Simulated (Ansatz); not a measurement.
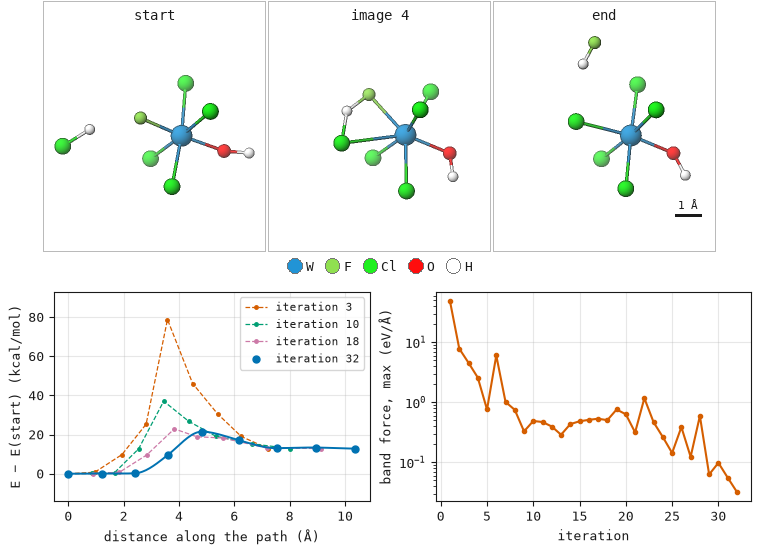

A search for the minimum-energy path of WH2OCl5F by the nudged elastic band. Images are numbered from 0 (start) to 8 (end). The plot follows the band through its iterations. The picture is a ball-and-stick view, seen face on.

The calculation used Ansatz, RKS PBE/def2-SVP. Run with 7 movable images; climbing image; force threshold 0.05 eV/Å; iteration limit 60; spring constant 0.1 eV/Å²; starting path through a guess of the saddle point.

Did the band converge, and can the barrier be trusted?

Answer. The run is converged, with reservations. The band converged in 32 iterations. The largest component of the band force went from 48 to 0.032 eV/Å. The climbing image converged on the top of the path. Its curvatures weren't checked. The spring constant is far from the usual few eV/Å², which spoils the spacing or the steps. The first iteration put the highest image at 209.0 kcal/mol. The highest point, image 4, lies 21.5 kcal/mol above the start and 8.6 kcal/mol above the end; the end is at +12.9 kcal/mol relative to the start.

Cost: 11 min on 4 threads of Arm Neoverse V2, on a shared host, peak memory 0.48 GiB.
